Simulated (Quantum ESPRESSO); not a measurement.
# Collinear magnetic orders of CrSiTe3 with Quantum ESPRESSO, part 2 of 2

Aim: find out which collinear order of CrSiTe3 costs least.

Quantum ESPRESSO 7.5; PBEsol; plane waves with GBRV 1.5 PBEsol potentials, no spin-orbit coupling.

So far, integrated |m| (μB): step 2 (run 1, typed as ferro ++) 7.80.

## 3. Start 2: antiferro +−

File pw.in:

```
&CONTROL
  calculation = 'scf'
  prefix = 'pwscf'
  outdir = './tmp'
  pseudo_dir = './pseudo'
  disk_io = 'nowf'
/
&SYSTEM
  ibrav = 0
  celldm(1) = 8
  nat = 10
  ntyp = 4
  ecutwfc = 40
  ecutrho = 280
  nbnd = 49
  occupations = 'smearing'
  smearing = 'fd'
  degauss = 0.00367493
  nspin = 2
  starting_magnetization(1) = 0.2143
  starting_magnetization(2) = -0.2143
  starting_magnetization(3) = 0
  starting_magnetization(4) = 0
/
&ELECTRONS
  conv_thr = 2d-08
  electron_maxstep = 150
  mixing_beta = 0.3
/
ATOMIC_SPECIES
Cr1    51.9961 cr_pbesol_v1.5.uspp.F.UPF
Cr2    51.9961 cr_pbesol_v1.5.uspp.F.UPF
Si     28.0850 si_pbesol_v1.uspp.F.UPF
Te    127.6000 te_pbesol_v1.uspp.F.UPF
CELL_PARAMETERS alat
   0.8067385939986    0.4657707444155    1.7143779670744
  -0.8067385939986    0.4657707444155    1.7143779670744
   0.0000000000000   -0.9315414888310    1.7143779670744
ATOMIC_POSITIONS crystal
Cr1     0.6661873000    0.6661873000    0.6661873000
Cr2     0.3338127000    0.3338127000    0.3338127000
Si      0.0522024200    0.0522024200    0.0522024200
Si      0.9477975800    0.9477975800    0.9477975800
Te      0.7211835100    0.0776504400    0.4397477900
Te      0.4397477900    0.7211835100    0.0776504400
Te      0.0776504400    0.4397477900    0.7211835100
Te      0.9223495600    0.5602522100    0.2788164900
Te      0.5602522100    0.2788164900    0.9223495600
Te      0.2788164900    0.9223495600    0.5602522100
K_POINTS automatic
6 6 6 0 0 0
```

Command:

```sh
$ OMP_NUM_THREADS=1 mpirun -n 4 pw.x -nk 4 -in pw.in > pw.out
```

The log of the run:

```text
[banner, memory and clock lines left out]
Program PWSCF v.7.5 starts

     Message from routine setup:
     using ibrav=0 with symmetry is DISCOURAGED, use correct ibrav instead

     bravais-lattice index     =            0
     lattice parameter (alat)  =       8.0000  a.u.
     unit-cell volume          =    1978.9409 (a.u.)^3
     number of atoms/cell      =           10
     number of atomic types    =            4
     number of electrons       =        72.00
     number of Kohn-Sham states=           49
     kinetic-energy cutoff     =      40.0000  Ry
     charge density cutoff     =     280.0000  Ry
     scf convergence threshold =      2.0E-08
     mixing beta               =       0.3000
     number of iterations used =            8  plain     mixing
     Exchange-correlation= SLA  PW   PSX  PSC
                           (   1   4  10   8   0   0   0)

     celldm(1)=   8.000000  celldm(2)=   0.000000  celldm(3)=   0.000000
     celldm(4)=   0.000000  celldm(5)=   0.000000  celldm(6)=   0.000000

     crystal axes: (cart. coord. in units of alat)
               a(1) = (   0.806739   0.465771   1.714378 )
               a(2) = (  -0.806739   0.465771   1.714378 )
               a(3) = (   0.000000  -0.931541   1.714378 )

     reciprocal axes: (cart. coord. in units 2 pi/alat)
               b(1) = (  0.619779  0.357830  0.194434 )
               b(2) = ( -0.619779  0.357830  0.194434 )
               b(3) = ( -0.000000 -0.715660  0.194434 )

     PseudoPot. # 1 for Cr read from file:
     cr_pbesol_v1.5.uspp.F.UPF
     Pseudo is Ultrasoft + core correction, Zval = 14.0

     PseudoPot. # 2 for Cr read from file:
     cr_pbesol_v1.5.uspp.F.UPF
     Pseudo is Ultrasoft + core correction, Zval = 14.0

     PseudoPot. # 3 for Si read from file:
     si_pbesol_v1.uspp.F.UPF
     Pseudo is Ultrasoft + core correction, Zval =  4.0

     PseudoPot. # 4 for Te read from file:
     te_pbesol_v1.uspp.F.UPF
     Pseudo is Ultrasoft + core correction, Zval =  6.0

     atomic species   valence    mass     pseudopotential
     Cr1              14.00    51.99610     Cr( 1.00)
     Cr2              14.00    51.99610     Cr( 1.00)
     Si                4.00    28.08500     Si( 1.00)
     Te                6.00   127.60000     Te( 1.00)

     Starting magnetic structure
     atomic species   magnetization
     Cr1             0.214
     Cr2            -0.214
     Si              0.000
     Te              0.000

      3 Sym. Ops. (no inversion) found

   Cartesian axes

     site n.     atom                  positions (alat units)
         1        Cr1    tau(   1) = (  -0.0000000  -0.0000000   3.4262905  )
         2        Cr2    tau(   2) = (   0.0000000  -0.0000000   1.7168434  )
         3        Si     tau(   3) = (  -0.0000000   0.0000000   0.2684840  )
         4        Si     tau(   4) = (  -0.0000000  -0.0000000   4.8746499  )
         5        Te     tau(   5) = (   0.5191630  -0.0375698   2.1233972  )
         6        Te     tau(   6) = (  -0.2270451   0.4683932   2.1233972  )
         7        Te     tau(   7) = (  -0.2921179  -0.4308234   2.1233972  )
         8        Te     tau(   8) = (   0.2921179   0.4308234   3.0197367  )
         9        Te     tau(   9) = (   0.2270451  -0.4683932   3.0197367  )
        10        Te     tau(  10) = (  -0.5191630   0.0375698   3.0197367  )

     number of k points=    40  Fermi-Dirac smearing, width (Ry)=  0.0037
                       cart. coord. in units 2pi/alat
        k(    1) = (   0.0000000   0.0000000   0.0000000), wk =   0.0046296
        k(    2) = (  -0.0000000  -0.1192766   0.0324057), wk =   0.0277778
        k(    3) = (  -0.0000000  -0.2385532   0.0648113), wk =   0.0277778
        k(    4) = (   0.0000000   0.3578298  -0.0972170), wk =   0.0138889
        k(    5) = (  -0.1032966  -0.0596383   0.0648113), wk =   0.0277778
        [... 35 further k-points ...]

     Dense  grid:   156649 G-vectors     FFT dimensions: (  90,  90,  90)

     Smooth grid:    67585 G-vectors     FFT dimensions: (  64,  64,  64)

     Generating pointlists ...
     new r_m :   0.2722 (alat units)  2.1774 (a.u.) for type    1
     new r_m :   0.2722 (alat units)  2.1774 (a.u.) for type    2
     new r_m :   0.2215 (alat units)  1.7720 (a.u.) for type    3
     new r_m :   0.2461 (alat units)  1.9684 (a.u.) for type    4

     Initial potential from superposition of free atoms

     starting charge      69.9975, renormalised to      72.0000

     negative rho (up, down):  7.830E-04 7.830E-04
     Starting wfcs are   52 randomized atomic wfcs

     Self-consistent Calculation

     iteration #  1     ecut=    40.00 Ry     beta= 0.30
     Davidson diagonalization with overlap
     ethr =  1.00E-02,  avg # of iterations =  3.2

     negative rho (up, down):  6.537E-04 6.537E-04

     total energy              =    -527.93835712 Ry
     estimated scf accuracy    <       1.98589706 Ry

     total magnetization       =     0.00 Bohr mag/cell
     absolute magnetization    =     6.91 Bohr mag/cell

     iteration #  2     ecut=    40.00 Ry     beta= 0.30
     Davidson diagonalization with overlap
     ethr =  2.76E-03,  avg # of iterations =  3.2

     negative rho (up, down):  7.379E-04 7.379E-04

     total energy              =    -527.95218655 Ry
     estimated scf accuracy    <       6.95564732 Ry

     total magnetization       =    -0.00 Bohr mag/cell
     absolute magnetization    =     4.05 Bohr mag/cell

     [... further iterations left out ...]

     iteration # 14     ecut=    40.00 Ry     beta= 0.30
     Davidson diagonalization with overlap
     ethr =  1.50E-10,  avg # of iterations =  3.8

     negative rho (up, down):  3.940E-03 3.940E-03

     total energy              =    -528.58511563 Ry
     estimated scf accuracy    <       0.00000003 Ry

     total magnetization       =    -0.00 Bohr mag/cell
     absolute magnetization    =     7.38 Bohr mag/cell

     iteration # 15     ecut=    40.00 Ry     beta= 0.30
     Davidson diagonalization with overlap
     ethr =  3.51E-11,  avg # of iterations =  3.6

     negative rho (up, down):  3.941E-03 3.941E-03

     Magnetic moment per site  (integrated on atomic sphere of radius R)
     atom   1 (R=0.272)  charge= 12.5355  magn=  3.0188
     atom   2 (R=0.272)  charge= 12.5355  magn= -3.0188
     atom   3 (R=0.221)  charge=  1.6158  magn= -0.0002
     atom   4 (R=0.221)  charge=  1.6158  magn=  0.0002
     atom   5 (R=0.246)  charge=  2.6736  magn= -0.0006
     atom   6 (R=0.246)  charge=  2.6736  magn= -0.0006
     atom   7 (R=0.246)  charge=  2.6736  magn= -0.0006
     atom   8 (R=0.246)  charge=  2.6736  magn=  0.0006
     atom   9 (R=0.246)  charge=  2.6736  magn=  0.0006
     atom  10 (R=0.246)  charge=  2.6736  magn=  0.0006

     End of self-consistent calculation

     [... lines left out ...]
     the Fermi energy is     5.9998 ev

!    total energy              =    -528.58511568 Ry
     estimated scf accuracy    <          4.1E-09 Ry
     smearing contrib. (-TS)   =      -0.00000597 Ry
     internal energy E=F+TS    =    -528.58510972 Ry

     The total energy is F=E-TS. E is the sum of the following terms:
     one-electron contribution =    -348.11803211 Ry
     hartree contribution      =     196.89109192 Ry
     xc contribution           =    -139.15876815 Ry
     ewald contribution        =    -238.19940137 Ry

     total magnetization       =    -0.00 Bohr mag/cell
     absolute magnetization    =     7.38 Bohr mag/cell

     convergence has been achieved in  15 iterations
```

The job ended after 6.9 min (4 MPI ranks of Intel Xeon at 2.70GHz, shared host; peak memory 1.8 GiB; 27 min of CPU time).

Spin moment in the atom's sphere by atom:

```tsv
atom	spin moment in the atom's sphere (μB)
Cr1	3.02
Cr2	-3.02
Si3	0.00
Si4	0.00
Te5	0.00
Te6	0.00
Te7	0.00
Te8	0.00
Te9	0.00
Te10	0.00
```

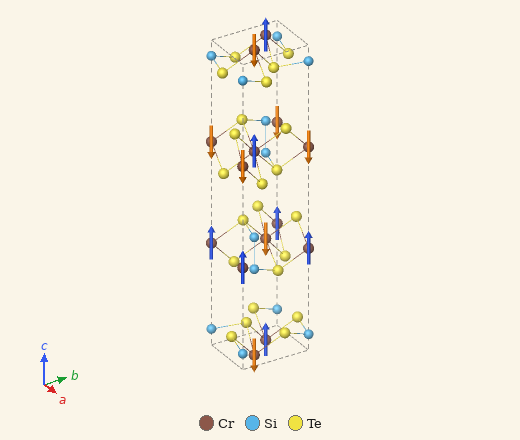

Spin moment in the atom's sphere as arrows, the longest 3.02 μB. Up and down stand for the sign. Arrows give size and sign along the axis of quantisation, drawn up and down the page. The two directions have two colours. Bonds to atoms that aren't drawn are left out. Some periodic images of atoms are drawn too.

This step gave:

* smearing term TS: 8.12e-5 eV
* net moment: 0 μB
* integrated |m|: 7.38 μB
* final state: antiferromagnetic

## 4. Run 3 (antiferro q=(0,0,1/2) +−−+)

The cell is doubled to 20 atoms to hold this order. The wavevector q is in fractions of the reciprocal vectors of the crystal's primitive cell, as the cells of these inputs are built from it; moments change sign between cells as cos(2π q·R).

File pw.in:

```
&CONTROL
  calculation = 'scf'
  prefix = 'pwscf'
  outdir = './tmp'
  pseudo_dir = './pseudo'
  disk_io = 'nowf'
/
&SYSTEM
  ibrav = 0
  celldm(1) = 8
  nat = 20
  ntyp = 4
  ecutwfc = 40
  ecutrho = 280
  nbnd = 94
  occupations = 'smearing'
  smearing = 'fd'
  degauss = 0.00367493
  nspin = 2
  starting_magnetization(1) = 0.2143
  starting_magnetization(2) = -0.2143
  starting_magnetization(3) = 0
  starting_magnetization(4) = 0
/
&ELECTRONS
  conv_thr = 4d-08
  electron_maxstep = 150
  mixing_beta = 0.3
/
ATOMIC_SPECIES
Cr1    51.9961 cr_pbesol_v1.5.uspp.F.UPF
Cr2    51.9961 cr_pbesol_v1.5.uspp.F.UPF
Si     28.0850 si_pbesol_v1.uspp.F.UPF
Te    127.6000 te_pbesol_v1.uspp.F.UPF
CELL_PARAMETERS alat
   0.8067385939986    0.4657707444155    1.7143779670744
  -0.8067385939986    0.4657707444155    1.7143779670744
   0.0000000000000   -1.8630829776619    3.4287559341489
ATOMIC_POSITIONS crystal
Cr1     0.6661873000    0.6661873000    0.3330936500
Cr2     0.6661873000    0.6661873000    0.8330936500
Cr2     0.3338127000    0.3338127000    0.1669063500
Cr1     0.3338127000    0.3338127000    0.6669063500
Si      0.0522024200    0.0522024200    0.0261012100
Si      0.0522024200    0.0522024200    0.5261012100
Si      0.9477975800    0.9477975800    0.4738987900
Si      0.9477975800    0.9477975800    0.9738987900
Te      0.7211835100    0.0776504400    0.2198738950
Te      0.7211835100    0.0776504400    0.7198738950
Te      0.4397477900    0.7211835100    0.0388252200
Te      0.4397477900    0.7211835100    0.5388252200
Te      0.0776504400    0.4397477900    0.3605917550
Te      0.0776504400    0.4397477900    0.8605917550
Te      0.9223495600    0.5602522100    0.1394082450
Te      0.9223495600    0.5602522100    0.6394082450
Te      0.5602522100    0.2788164900    0.4611747800
Te      0.5602522100    0.2788164900    0.9611747800
Te      0.2788164900    0.9223495600    0.2801261050
Te      0.2788164900    0.9223495600    0.7801261050
K_POINTS automatic
6 6 3 0 0 0
```

The log of the run:

```text
     [... lines left out ...]
Program PWSCF v.7.5 starts
     [... lines left out ...]
     number of atoms/cell      =           20
     [... lines left out ...]
     number of electrons       =       144.00
     number of Kohn-Sham states=           94
     kinetic-energy cutoff     =      40.0000  Ry
     charge density cutoff     =     280.0000  Ry
     scf convergence threshold =      4.0E-08
     [... lines left out ...]
      2 Sym. Ops., with inversion, found
     [... lines left out ...]
     number of k points=    56  Fermi-Dirac smearing, width (Ry)=  0.0037
     [... lines left out ...]
     iteration # 16     ecut=    40.00 Ry     beta= 0.30
     [... lines left out ...]
     Magnetic moment per site  (integrated on atomic sphere of radius R)
     atom   1 (R=0.272)  charge= 12.5367  magn=  3.0392
     atom   2 (R=0.272)  charge= 12.5367  magn= -3.0392
     atom   3 (R=0.272)  charge= 12.5367  magn= -3.0392
     atom   4 (R=0.272)  charge= 12.5367  magn=  3.0392
     atom   5 (R=0.221)  charge=  1.6160  magn= -0.0095
     atom   6 (R=0.221)  charge=  1.6160  magn=  0.0095
     atom   7 (R=0.221)  charge=  1.6160  magn=  0.0095
     atom   8 (R=0.221)  charge=  1.6160  magn= -0.0095
     atom   9 (R=0.246)  charge=  2.6741  magn= -0.0010
     atom  10 (R=0.246)  charge=  2.6741  magn=  0.0010
     atom  11 (R=0.246)  charge=  2.6725  magn=  0.0735
     atom  12 (R=0.246)  charge=  2.6725  magn= -0.0735
     atom  13 (R=0.246)  charge=  2.6743  magn= -0.0006
     atom  14 (R=0.246)  charge=  2.6743  magn=  0.0006
     atom  15 (R=0.246)  charge=  2.6743  magn=  0.0006
     atom  16 (R=0.246)  charge=  2.6743  magn= -0.0006
     atom  17 (R=0.246)  charge=  2.6725  magn= -0.0735
     atom  18 (R=0.246)  charge=  2.6725  magn=  0.0735
     atom  19 (R=0.246)  charge=  2.6741  magn=  0.0010
     atom  20 (R=0.246)  charge=  2.6741  magn= -0.0010
     [... lines left out ...]
     the Fermi energy is     5.9492 ev
!    total energy              =   -1057.17296751 Ry
     estimated scf accuracy    <       0.00000004 Ry
     smearing contrib. (-TS)   =      -0.00002819 Ry
     [... lines left out ...]
     total magnetization       =     0.00 Bohr mag/cell
     absolute magnetization    =    14.99 Bohr mag/cell
     convergence has been achieved in  16 iterations
```

Wall time 66 min (4 MPI ranks); peak memory 5.4 GiB; 4.4 h of CPU time.

Spin moment in the atom's sphere by atom:

```tsv
atom	spin moment in the atom's sphere (μB)
Cr1	3.04
Cr2	-3.04
Cr3	-3.04
Cr4	3.04
Si5	-0.01
Si6	0.01
Si7	0.01
Si8	-0.01
Te9	0.00
Te10	0.00
Te11	0.07
Te12	-0.07
Te13	0.00
Te14	0.00
Te15	0.00
Te16	0.00
Te17	-0.07
Te18	0.07
Te19	0.00
Te20	0.00
```

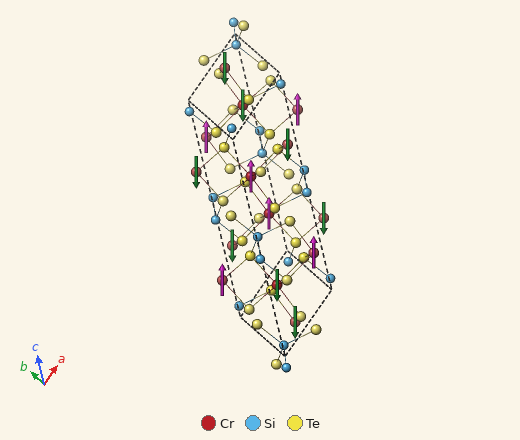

Spin moment in the atom's sphere as arrows, the longest 3.04 μB. Up and down stand for the sign. Arrows give size and sign along the axis of quantisation, drawn up and down the page. The two directions have two colours. Some periodic images of atoms are drawn too.

Read from the output:

```yaml
smearing_term_ts: 3.84e-4 eV
net_moment: 0 μB
integrated_m: 14.99 μB
final_state: antiferromagnetic
```

## 5. Energies of the orders

An order is kept where moments of 0.15 μB or more survive with the typed signs; meshes match where a doubled cell samples the same k points as the first cell.

Orders:

```tsv
start	final state	typed order kept	energy over the lowest (meV a seeded atom)	largest site moment (μB)	net moment (μB a cell of the first run)	mesh matched	CPU time (s)
ferro ++	ferromagnetic	yes	0	3.1	6	yes	1460
antiferro +-	antiferromagnetic	yes	25.56	3.019	0	yes	1647
antiferro q=(0,0,1/2) +--+	antiferromagnetic	yes	16.25	3.039	0	yes	15858
```

## 6. What came out

```json
{
  "lowest state found": "ferromagnetic (from ferro ++)",
  "largest site moment": "3.10 μB",
  "next state with moments": "antiferromagnetic, 16.2 meV a seeded atom higher"
}
```

This is the lowest of 3 collinear or spinless starts, no proof of the ground state.

[Logs and program files are shortened in this print: banners, set-up blocks, solver, clock and traceback lines can be left out without a mark of their own.]

[Logs are printed without paths, hosts, clocks, repeated set-up lines and the standing remarks that a program may print on its own settings, such as how far it seeks lower states.]

[Hosts, paths, dates, database ids (printed as entryN), source tags and the programs' standing remarks are cut or masked in the printed files.]

[Where a cell is said to come from a database of computed structures, the database is the Materials Project.]
